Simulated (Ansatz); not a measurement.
## Electronic structure of FH3HfO3···HCl in real space

The calculation's input:

```
crystal:
  periodic: [false, false, false]
  atoms:
    - { symbol: Hf, position_ang: [0.193967, -0.592073, -0.524672] }
    - { symbol: Cl, position_ang: [-1.208142, -0.544121, 2.91993] }
    - { symbol: F, position_ang: [1.198325, -0.572494, -2.164653] }
    - { symbol: O, position_ang: [-0.275645, 1.238995, -0.137051] }
    - { symbol: H, position_ang: [-0.674639, 2.014425, 0.260426] }
    - { symbol: O, position_ang: [-1.325193, -1.735521, -0.839212] }
    - { symbol: H, position_ang: [-2.146494, -2.227709, -0.83159] }
    - { symbol: O, position_ang: [1.384578, -1.346635, 0.936587] }
    - { symbol: H, position_ang: [2.153811, -1.873318, 1.171374] }
    - { symbol: H, position_ang: [0.026633, -0.96015, 2.62446] }
basis:
  gaussian: { orbitals: def2-SVP }
hamiltonian:
  xc: b3lyp
  dispersion: d4
relax:
  f_tol: 0.03
  max_steps: 50
output:
  orbitals: {}
```

Run with:

```sh
ansatz run input.yaml --threads 4 --pin off --max-ram 5120MiB --backend cpu --events-out ev --progress --plain --runs-dir out
```

The fields are those of the run's last geometry, not of the input's.

Core potentials replace the inner electrons of Hf.

Theory: Ansatz, RKS B3LYP-D4/def2-SVP.

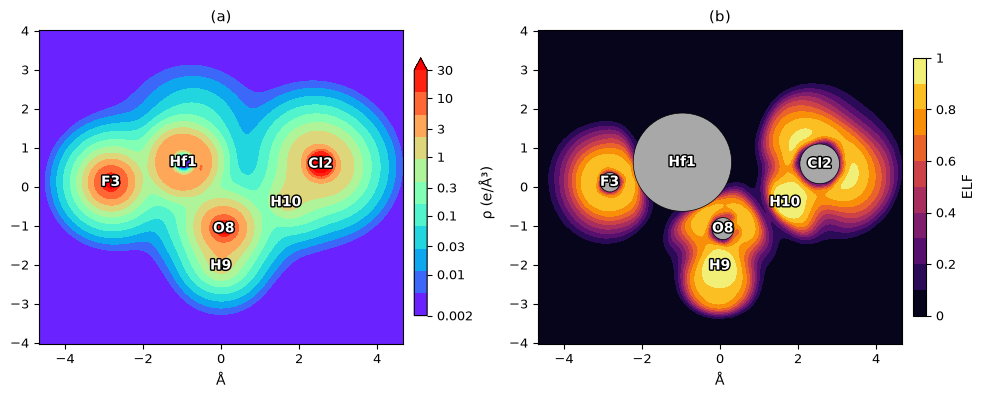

Figure 1. (a) electron density; (b) ELF on the plane of atoms F3, Hf1 and O8. Grey discs cover the atomic cores in the ELF map.

What do the fields say about this system?

The plane passes through Hf, Cl, F, O and H nuclei.
O8···H10 (1.73 Å): the density falls to about 0.3 e/Å³ on the way; the ELF dips to about 0.20 between them.
Hf–F (1.93 Å): the density is about 0.84 e/Å³ at the midpoint; the ELF peaks at about 0.85 in the valence shell of F, 0.5 Å from its nucleus, and drops to about 0.20 between the two atoms.
O–H (0.96 Å): the density is about 3.6 e/Å³ at the midpoint; the ELF climbs to about 1 towards the hydrogen, as it does in any bond to H: an ordinary covalent bond to hydrogen.
Hf–O (2.00 Å): ρ at the midpoint is about 0.74 e/Å³; the ELF peaks at about 0.85 in the valence shell of O, 0.5 Å from its nucleus, and drops to about 0.15 between the two atoms.
Cl–H (1.33 Å): the density is about 1.8 e/Å³ at the midpoint; the ELF climbs to about 1 towards the hydrogen: a covalent bond by its length.
The ELF also peaks beside Cl2, away from the bonds: lone-pair regions.

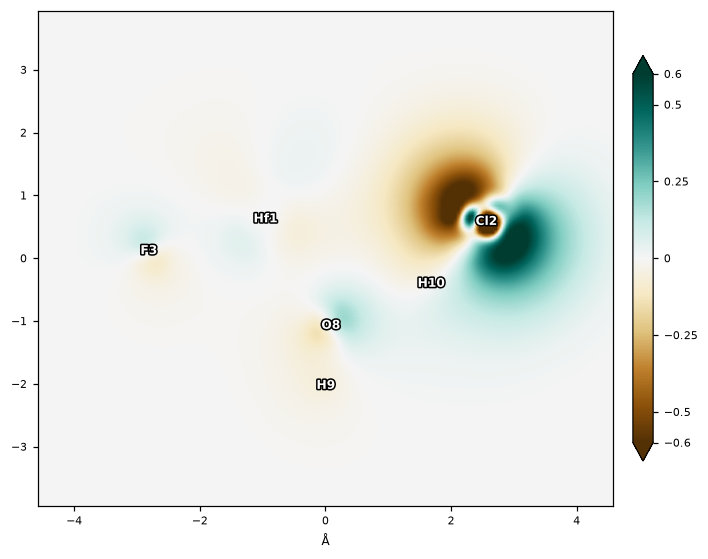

Figure 2. The HOMO−1 on the plane of atoms F3, Hf1 and O8 (values in Å⁻³ᐟ²; the overall sign is arbitrary).

Describe this orbital and give its energy.

By Hirshfeld shares it lies mainly on Cl2 (about 80 %) and O4 (about 5 %); largely a lone pair of Cl2. Its energy is −8.39 eV.
